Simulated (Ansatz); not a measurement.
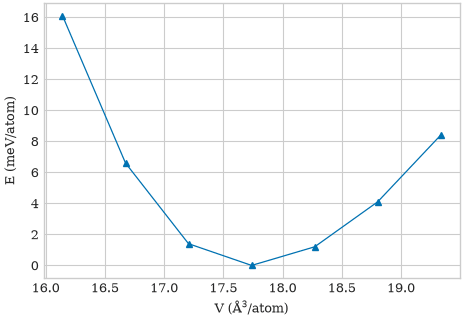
Fig. 1. C2CuSe2 in space group P6/mmm (No. 191; C on 6l, Se on 6l, Cu on 3f) under volume change, plane-wave PAW r²SCAN+D4 (Ansatz code), shape and atoms relaxed at each volume.

Question: What does a third-order Birch–Murnaghan fit give for V₀, B₀ and B′?

Answer: V₀ = 17.77 Å³/atom, B₀ = 25.2 GPa, B′ = 8.5.

The cell is a constructed one: a structure type filled with these elements; neither database checked (COD, Materials Project) lists it. Whether it is the stable phase at ambient conditions was not checked. Symmetry was held in the r²SCAN+D4 relaxation. At this level the phase is mechanically unstable. No spin polarisation was allowed.

Potentials: the later of the program's two PAW sets.
